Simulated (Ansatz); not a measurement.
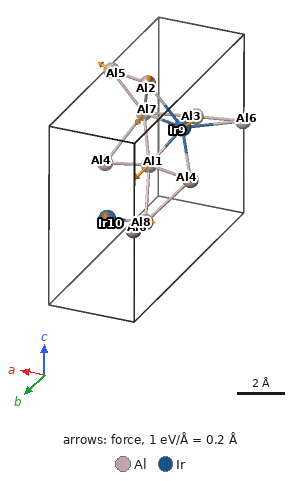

Starting geometry of solid Al$_{4}$Ir (a generated structure, set up in P1) (coarse preliminary run) with the computed forces as orange arrows. Style: ball-and-stick. Shown: the cell of the calculation, from a free direction.

The calculation used DFT PBE, scalar-relativistic, plane waves, PAW (Ansatz). (plane-wave cutoff 420 eV; k-point mesh 4 × 3 × 3; occupations gaussian; smearing width 0.2 eV; no spin polarisation; cell and atoms relaxed; force threshold 0.025 eV/Å; at most 60 steps)

**Is this structure relaxed? If not, where do the atoms go?**

It isn't relaxed: the largest force vector, on Ir9, is 5.34 eV/Å. The final displacements follow the starting forces only in part (cosine between the two patterns 0.81). Over 3 accepted moves (4 points after the start) the energy falls by 3.009 eV per cell of the calculation. The largest force component goes from 4.4 to 0.0043 eV/Å. Pressure: 4.18 GPa at the start and −0.01 GPa at the end. At 1 point the geometry stayed and the basis and grid were re-selected for the new cell (energy shift of 1.0 meV per cell of the calculation at most each time). The atom that moves furthest relative to the cell is Al5 (0.34 Å roughly along [2 1 0]). Largest moves by element: Al 0.34 Å, Ir 0.28 Å. The volume changes by −2.2 %, with a 5.275 → 5.270 Å (−0.1 %), b 7.640 → 7.651 Å (+0.1 %), c 7.878 → 7.656 Å (−2.8 %), α 120.7° → 120.1°, β 90.1° → 90.0°, γ 89.6° → 90.0°. Some distances before and after: Al1–Ir10 3.004 → 2.572 Å, Al1–Ir9 2.167 → 2.571 Å, Al5–Ir9 2.961 → 2.571 Å, Al5–Al8 2.926 → 2.571 Å. Bond angles that change, for instance: Ir9–Al5–Ir10 163.1° → 180.0°, Al8–Al1–Ir9 134.0° → 118.4°, Al4–Al1–Al8 105.5° → 120.8°. The space group (tolerance 0.01 Å) goes from P1 (No. 1) to Cmcm (No. 63).
